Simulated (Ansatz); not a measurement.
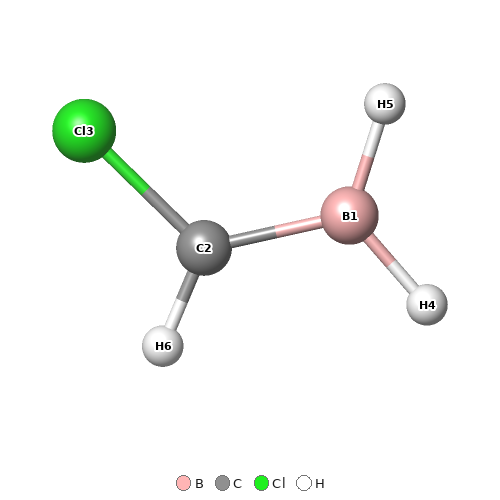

The system is CH3BCl, SMILES B[CH]Cl, spin multiplicity 2; the picture shows the reference structure. 
- First axis: umbrella angle at B1 (between each of its bonds and their common axis; 90 is planar). Second axis: change of the bonds B1–C2, B1–H4, B1–H5, all alike.
- Nothing is relaxed (all other coordinates rigid).
- Grid: 15 × 15 points; 120 points were computed and 105 follow by symmetry.
- Points are written as (first, second).
- All energies are given in eV relative to the lowest grid point.
- Level of theory: Ansatz, UKS PBE0-D4/def2-TZVP.

Its coordinates:

```xyz
6

B    -0.4572   -0.0131   -0.6312
C     0.4277   -0.0324    0.5951
Cl    1.0142    1.3789    1.3251
H    -0.8231   -1.0600   -1.0769
H    -0.7749    1.0224   -1.1316
H     0.7671   -0.9218    1.1169
```

Range: umbrella angle at B1 (between each of its bonds and their common axis; 90 is planar) from 66.0 to 114.0°; change of the bonds B1–C2, B1–H4, B1–H5, all alike from −0.143 to 0.221 Å.

**Predict the map.**

The lowest grid point is at (90.0°, 0.013 Å). It is the only kind of minimum in the scanned range. The highest grid point, (66.0°, 0.221 Å), lies 2.45 eV above the lowest. Round the minimum the two coordinates are nearly uncoupled.

```csv
"second ↓, first →",66.0,69.4,72.9,76.3,79.7,83.1,86.6,90.0,93.4,96.9,100.3,103.7,107.1,110.6,114.0
0.221,2.45,2.17,1.93,1.73,1.58,1.46,1.39,1.37,1.39,1.46,1.58,1.73,1.93,2.17,2.45
0.195,2.21,1.92,1.67,1.47,1.32,1.20,1.13,1.11,1.13,1.20,1.32,1.47,1.67,1.92,2.21
0.169,1.99,1.70,1.44,1.24,1.08,0.96,0.89,0.86,0.89,0.96,1.08,1.24,1.44,1.70,1.99
0.143,1.79,1.49,1.23,1.02,0.86,0.74,0.67,0.64,0.67,0.74,0.86,1.02,1.23,1.49,1.79
0.117,1.62,1.31,1.05,0.83,0.67,0.54,0.47,0.45,0.47,0.54,0.67,0.83,1.05,1.31,1.62
0.091,1.47,1.16,0.89,0.67,0.50,0.38,0.30,0.28,0.30,0.38,0.50,0.67,0.89,1.16,1.47
0.065,1.36,1.05,0.77,0.55,0.37,0.25,0.17,0.14,0.17,0.25,0.37,0.55,0.77,1.05,1.36
0.039,1.29,0.97,0.69,0.46,0.28,0.15,0.08,0.05,0.08,0.15,0.28,0.46,0.69,0.97,1.29
0.013,1.26,0.93,0.65,0.42,0.24,0.11,0.03,0.00,0.03,0.11,0.24,0.42,0.65,0.93,1.26
−0.013,1.28,0.95,0.66,0.42,0.24,0.11,0.03,0.00,0.03,0.11,0.24,0.42,0.66,0.95,1.28
−0.039,1.36,1.02,0.72,0.49,0.30,0.17,0.08,0.06,0.08,0.17,0.30,0.49,0.72,1.02,1.36
−0.065,1.50,1.16,0.86,0.62,0.43,0.29,0.21,0.18,0.21,0.29,0.43,0.62,0.86,1.16,1.50
−0.091,1.71,1.36,1.06,0.82,0.62,0.49,0.40,0.37,0.40,0.49,0.62,0.82,1.06,1.36,1.71
−0.117,2.00,1.65,1.35,1.10,0.91,0.77,0.68,0.65,0.68,0.77,0.91,1.10,1.35,1.65,2.00
−0.143,2.39,2.03,1.72,1.47,1.28,1.14,1.05,1.02,1.05,1.14,1.28,1.47,1.72,2.03,2.39
```

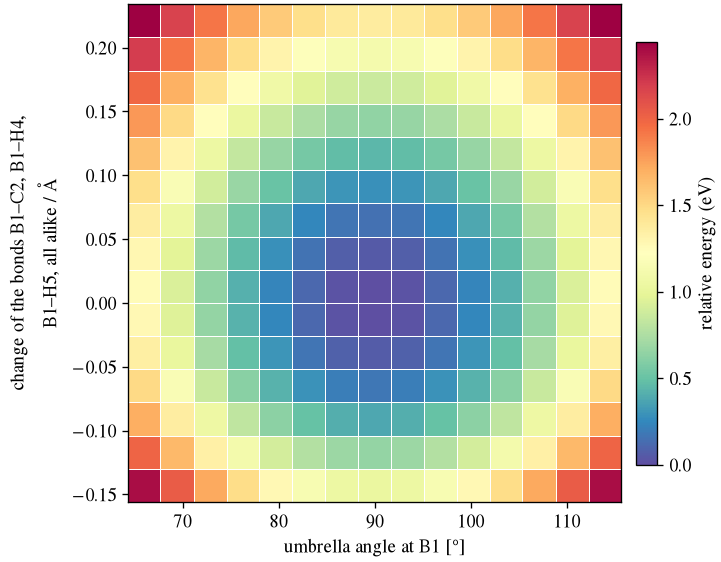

In the figure: one coloured cell a grid point.

The whole map (120 points run) took 9.8 min on 1 thread of Arm Neoverse V2, with other jobs on the host.
